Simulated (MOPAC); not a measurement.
**Geometry relaxation, with input and output: SiH**

- system: SiH, multiplicity 2
- method: AM1, unrestricted (MOPAC 23.2.5)

The atoms were displaced at random from an optimised geometry.

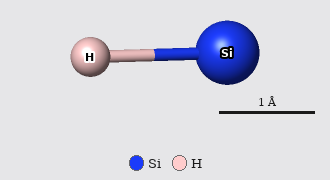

Fig. 1: The structure as given in the input (ball-and-stick view, seen at an oblique angle). Bond lengths as drawn: H–Si 1.50 Å.

**The input (input.mop)**
```
AM1 MULLIK DOUBLET PRECISE DISP CYCLES=300 GNORM=0.01 AUX(PRECISION=6) THREADS=1
HSi
[SiH]
Si     0.007663    -0.000996     0.006502
H     -0.005927    -0.008498     1.510542
```

Hardware: 1 thread of AMD EPYC (Zen 5), 128 GiB of memory available, shared host.

Run as:
```bash
mopac input.mop
```

**What the program printed**
```
MOPAC v23.2.5
AM1 CALCULATION RESULTS

 *  AM1        - The AM1 Hamiltonian to be used
 *  DOUBLET    - SPIN STATE DEFINED AS A DOUBLET
 *  PRECISE    - TIGHTER CRITERIA TO BE USED
 *  THREADS=1  - MULTI-THREADING NOT USED
 *  CYCLES=    - DO A MAXIMUM OF 300 STEPS
 *  GNORM      - EXIT WHEN GRADIENT NORM DROPS BELOW 0.010
 *  AUX        - OUTPUT AUXILIARY INFORMATION
 *  DISP       - PRINT DISPERSION AND HYDROGEN BOND ENERGIES
 *  MULLIK     - THE MULLIKEN ANALYSIS TO BE PERFORMED
AM1 MULLIK DOUBLET PRECISE DISP CYCLES=300 GNORM=0.01 AUX(PRECISION=6) THREADS=1
 HSi
 [SiH]
   ATOM   CHEMICAL          X               Y               Z
  NUMBER   SYMBOL      (ANGSTROMS)     (ANGSTROMS)     (ANGSTROMS)

     1      Si          0.00766300  *  -0.00099600  *   0.00650200  *
     2       H         -0.00592700  *  -0.00849800  *   1.51054200  *

          CARTESIAN COORDINATES

    NO.       ATOM           X           Y           Z

     1        Si          0.0077     -0.0010      0.0065
     2         H         -0.0059     -0.0085      1.5105

           Empirical Formula: H Si  =     2 atoms

      MOLECULAR POINT GROUP   :   C*v

 DOUBLET STATE CALCULATION

          UHF CALCULATION, NO. OF ALPHA ELECTRONS =    3
                           NO. OF BETA  ELECTRONS =    2

          Geometry optimization using EF

          DIAGONAL MATRIX USED AS START HESSIAN
```

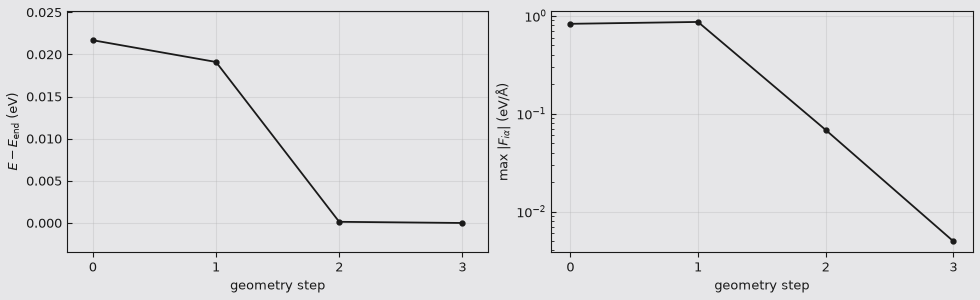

Fig. 2: Progress of the relaxation, step by step (steps are counted from 0).

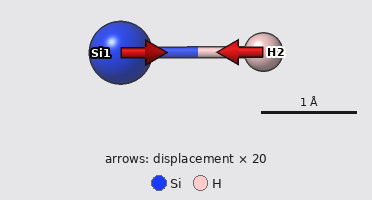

Fig. 3: The starting structure with the displacements as red arrows, magnified 20 times (ball-and-stick view, seen at a tilt). The two geometries are laid on each other by the best rigid fit. The energy falls by 0.022 eV in 3 geometry steps. Largest force component: 0.83 eV/Å at the start, 0.005 eV/Å at the end. The largest moves after the best rigid fit, 0.025 Å, are those of Si1 and H2. By element the largest moves are Si 0.025 Å, H 0.025 Å. Distances before and after: Si1–H2 1.504 → 1.454 Å. (Atoms are counted from 1 in the order of the input.)

```
 CYCLE:     1 TIME:   0.008 TIME LEFT:  2.00D  GRAD.:    27.096 HEAT:  89.89781
 CYCLE:     2 TIME:   0.000 TIME LEFT:  2.00D  GRAD.:    28.313 HEAT:  89.83830
 CYCLE:     3 TIME:   0.000 TIME LEFT:  2.00D  GRAD.:     2.230 HEAT:  89.40090
 CYCLE:     4 TIME:   0.000 TIME LEFT:  2.00D  GRAD.:     0.162 HEAT:  89.39769

     TRUST RADIUS NOW LESS THAN  0.00010 OPTIMIZATION TERMINATING
      THE GEOMETRY MAY NOT BE COMPLETELY OPTIMIZED
      (TO CONTINUE, ADD 'LET DDMIN=0.0' TO THE KEYWORD LINE)

 -------------------------------------------------------------------------------
 AM1 MULLIK DOUBLET PRECISE DISP CYCLES=300 GNORM=0.01 AUX(PRECISION=6) THREADS=1
 HSi
 [SiH]

     GEOMETRY OPTIMISED USING EIGENVECTOR FOLLOWING (EF).
     SCF FIELD WAS ACHIEVED

                              AM1 CALCULATION

          FINAL HEAT OF FORMATION =         74.87318 KCAL/MOL =     313.26939 KJ/MOL

          TOTAL ENERGY            =      -2170.25012 KCAL/MOL = ELECTRONIC ENERGY + CORE-CORE REPULSION
          ENERGY OF ATOMS         =       2245.12330 KCAL/MOL
                              SUM =         74.87318 KCAL/MOL
          DISPERSION ENERGY       =          0.00000 KCAL/MOL
                              SUM =         74.87318 KCAL/MOL = FINAL HEAT OF FORMATION

          TOTAL ENERGY            =        -94.11095 EV
          ELECTRONIC ENERGY       =       -125.58894 EV
          CORE-CORE REPULSION     =         31.47799 EV
          COSMO AREA              =         77.17 SQUARE ANGSTROMS
          COSMO VOLUME            =         63.28 CUBIC ANGSTROMS

          GRADIENT NORM           =          0.58348          =       0.41258 PER ATOM
          IONIZATION POTENTIAL    =          8.214377 EV
          ALPHA SOMO LUMO (EV)    =         -8.214 -1.020
          BETA  SOMO LUMO (EV)    =         -8.768 -0.743
          NO. OF ALPHA ELECTRONS  =          3
          NO. OF BETA  ELECTRONS  =          2
          MOLECULAR WEIGHT        =         29.0934         POINT GROUP:  C*v

          MOLECULAR DIMENSIONS (Angstroms)

            Atom       Atom       Distance
            H     2   Si     1     1.45370
            H     2   Si     1     0.00000
           Si     1    H     2     0.00000

          SCF CALCULATIONS        =          7

          WALL-CLOCK TIME         =      0.016 SECONDS
          COMPUTATION TIME        =      0.007 SECONDS

   ATOM   CHEMICAL          X               Y               Z
  NUMBER   SYMBOL      (ANGSTROMS)     (ANGSTROMS)     (ANGSTROMS)

     1      Si          0.00759233  *  -0.00106488  *   0.03171116  *
     2       H         -0.00585633  *  -0.00842912  *   1.48533284  *

                             CARTESIAN COORDINATES

   1   Si        0.007592328    -0.001064879     0.031711160
   2    H       -0.005856328    -0.008429121     1.485332840

           Empirical Formula: H Si  =     2 atoms

      MOLECULAR POINT GROUP   :   C*v

          ALPHA EIGENVALUES
 -13.53605  -9.81252  -8.21438  -1.01983   2.11173

           BETA EIGENVALUES
 -13.17715  -8.76844  -0.74295  -0.35461   2.41599

              NET ATOMIC CHARGES AND DIPOLE CONTRIBUTIONS

  ATOM NO.   TYPE          CHARGE      No. of ELECS.   s-Pop       p-Pop
    1         Si           0.183089        3.8169     1.25151     2.56540
    2          H          -0.183089        1.1831     1.18309
 DIPOLE           X         Y         Z       TOTAL
 POINT-CHG.     0.012     0.006    -1.278     1.278
 HYBRID        -0.010    -0.299     1.077     1.118
 SUM            0.002    -0.293    -0.201     0.355

          ATOMIC ORBITAL ELECTRON POPULATIONS

     Atom    s        px        py        pz
    1 Si   1.25151   0.99999   0.69214   0.87327
    2  H   1.18309

                    (SZ)    =    0.500000
                    (S**2)  =    1.655670

          ATOMIC ORBITAL SPIN POPULATIONS

    Atom   Total    s     px     py     pz
         Atomic
    1 Si  1.0595  0.148  1.000 -0.179  0.090
    2  H -0.0595 -0.059

           MULLIKEN POPULATION ANALYSIS

        MULLIKEN POPULATIONS AND CHARGES

      NO.  ATOM   POPULATION      CHARGE
        1   Si     3.751022      0.248978
        2    H     1.248978     -0.248978

 *                    *
 * JOB ENDED NORMALLY *
 *                    *

 TOTAL JOB TIME:             0.02 SECONDS

 == MOPAC DONE ==
```

**Trajectory as extended XYZ (Å, eV, eV/Å), 4 frames, from step=0 to step=3**
```
2
Properties=species:S:1:pos:R:3:forces:R:3 step=0 energy=3.89834
Si    0.0077   -0.0010    0.0065   -0.0075  -0.0041   0.8308
H    -0.0059   -0.0085    1.5105    0.0075   0.0041  -0.8308
2
Properties=species:S:1:pos:R:3:forces:R:3 step=1 energy=3.89576
Si    0.0075   -0.0011    0.0544    0.0083   0.0045  -0.8681
H    -0.0058   -0.0084    1.4626   -0.0083  -0.0045   0.8681
2
Properties=species:S:1:pos:R:3:forces:R:3 step=2 energy=3.87679
Si    0.0076   -0.0011    0.0299   -0.0006  -0.0004   0.0684
H    -0.0059   -0.0084    1.4871    0.0006   0.0004  -0.0684
2
Properties=species:S:1:pos:R:3:forces:R:3 step=3 energy=3.87665
Si    0.0076   -0.0011    0.0317    0.0000  -0.0001   0.0050
H    -0.0059   -0.0084    1.4853    0.0000   0.0001  -0.0050
```

**Summary**

- outcome: converged
- total energy: −3.458514 hartree
- dispersion energy: 0.000000 hartree
- heat of formation: 74.87 kcal/mol
- basis functions: 5
- largest force: 0.018 eV/Å
- ⟨S²⟩: 1.656
- dipole moment: 0.36 D
- peak memory: 0.07 GiB

**Remarks**

The record of the run, not the program, notes: spin contamination. Notes on the run: TRUST RADIUS NOW LESS THAN  0.00010 OPTIMIZATION TERMINATING. ⟨S²⟩ is 1.66 against 0.75 for a pure state: the solution is spin-contaminated. MOPAC's energies along a path are heats of formation.
